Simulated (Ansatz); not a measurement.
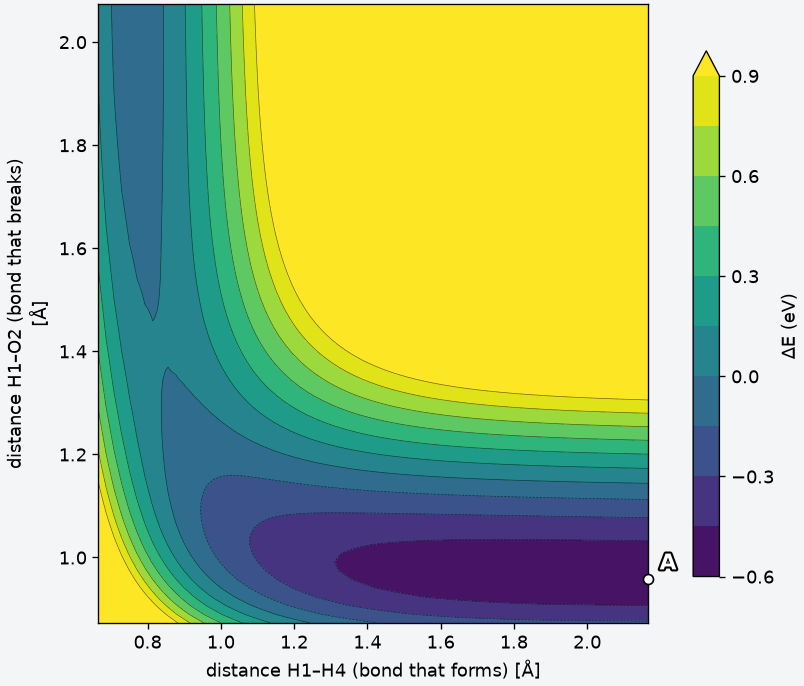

The reacting system H5OSi (fragments H₄OSi + H where the first distance is long, H₂ + H₃OSi where the second is long), spin multiplicity 2. The first coordinate is: distance H1–H4 (bond that forms); the second: distance H1–O2 (bond that breaks). Relaxed at each point: all other coordinates. The scan uses a 12 × 12 grid. Points are written as (first, second). Energies are in eV, from a guessed transition structure relaxed with its forming and breaking bonds held. In part of the range the unrestricted reference is strongly spin-contaminated. These are results of UKS B3LYP-D4/def2-SVP (Ansatz 0.2.0), not measurements.

Drawn: filled contours, one colour for all values above the top of the scale, the point A. Between grid points the surface is interpolated.

Question: Find the lowest path from A to the other arm of the map, and its barrier.

Answer: The easiest path runs from the side where the first distance is long, about (2.17 Å, 0.96 Å), to the side where the second distance is long, about (0.77 Å, 2.07 Å). Its highest point, at about (0.84 Å, 1.39 Å), lies about 0.55 eV above the start and 0.086 eV above the end on the interpolated surface. An end on the edge of the scan is no minimum, so the barrier from there is a lower bound.

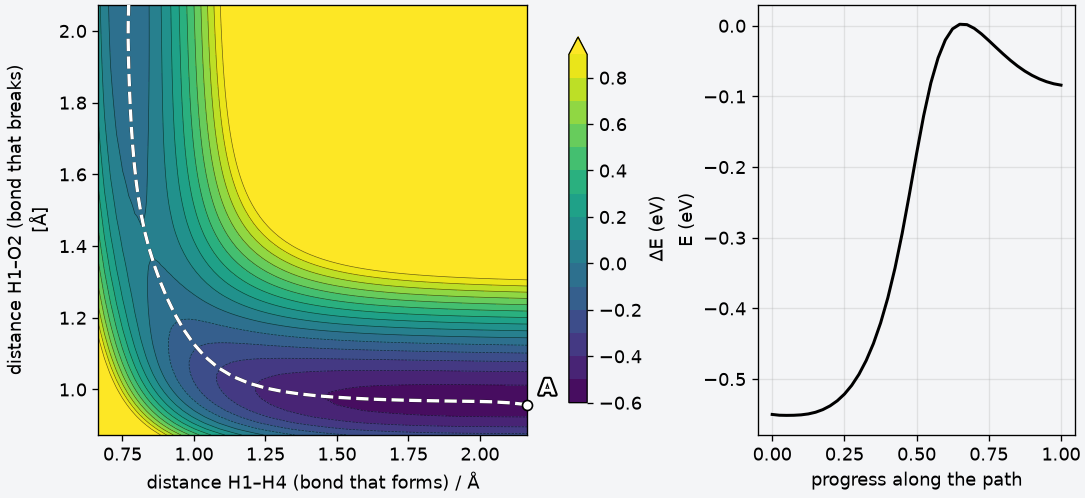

The picture shows filled contours, a line along the lowest path, one colour for all values above the top of the scale, the energy along the path at the right. Between grid points the surface is interpolated.
